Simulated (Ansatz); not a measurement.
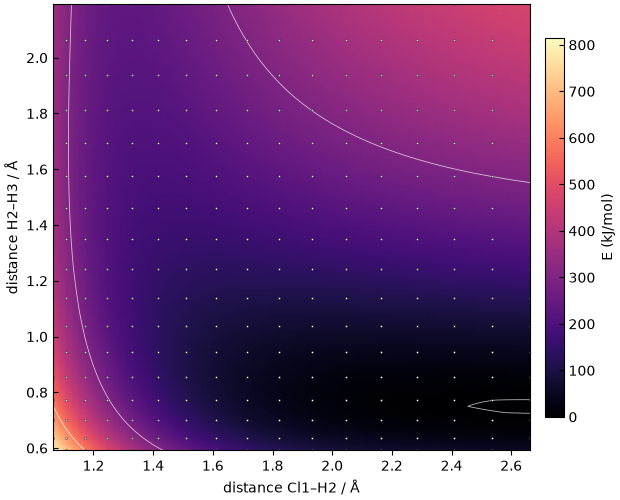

The system Cl⁻ + H₂. 
- First axis: distance Cl1–H2. Second axis: distance H2–H3.
- Nothing is relaxed (the angle Cl1–H2–H3 is fixed at 180 degrees).
- Grid: 17 × 17 points.
- Points are written as (first, second).
- All energies are given in kJ/mol relative to the lowest grid point.
- The restricted reference is unstable at some or all points, so the energies there are unreliable.
- Theory: RHF-MP2, frozen core/aug-cc-pVTZ in Ansatz.

Drawn: a smooth colour map with a few white contour lines, dots at the grid points. Between grid points the surface is interpolated.

The lowest grid point is at (2.664 Å, 0.774 Å). It lies on the edge of the grid, but the force there points inwards, so the minimum lies inside the range. The highest grid point, (1.064 Å, 0.592 Å), lies 816 kJ/mol above the lowest.

The level of theory is changed to Ansatz, RKS PBE0-D4/aug-cc-pVTZ; with it change the reference geometry, relaxed at the new level. The reference is spin-restricted, so regions where a bond is pulled apart into radicals lie too high.

### What will the new map look like?

The minimum (interpolated where it lies between grid points) moves from (2.664 Å, 0.774 Å) to (2.535 Å, 0.774 Å). The span from the lowest to the highest grid point stays at about 800 kJ/mol.

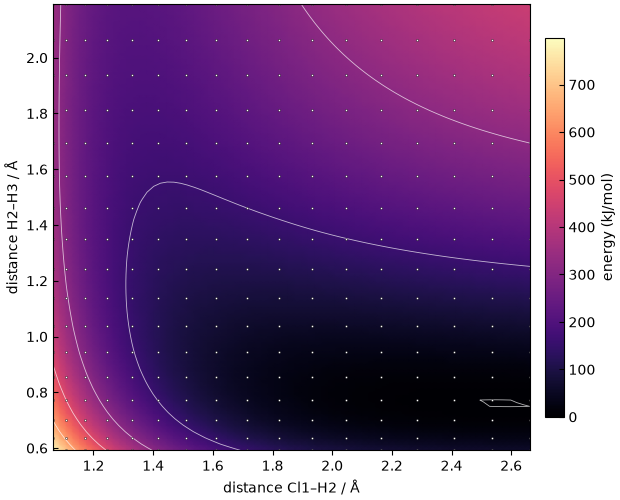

The map after the change, on a colour scale of its own. Drawn: a smooth colour map with a few white contour lines, dots at the grid points. Between grid points the surface is interpolated.
